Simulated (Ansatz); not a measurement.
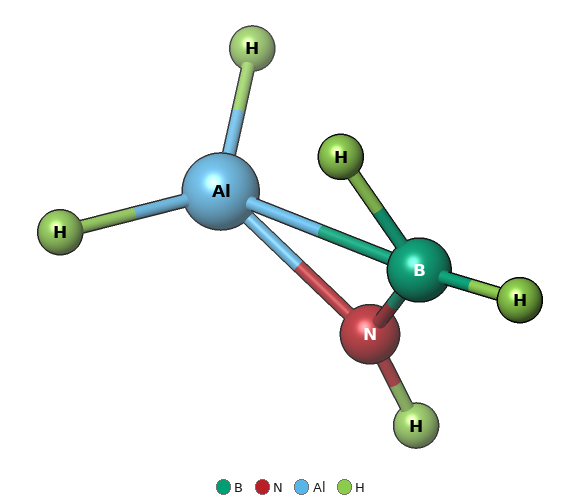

Atoms fade into the background with distance from the viewer. The computed structure is the end point of a PBE-D4/def2-SVP optimisation. No frequency run is at hand to confirm it as a minimum.

Which symmetry elements does this geometry have?

It has 1 mirror plane, so the point group is Cs. The group has 2 operations. The geometry is achiral, and symmetry allows a dipole moment.
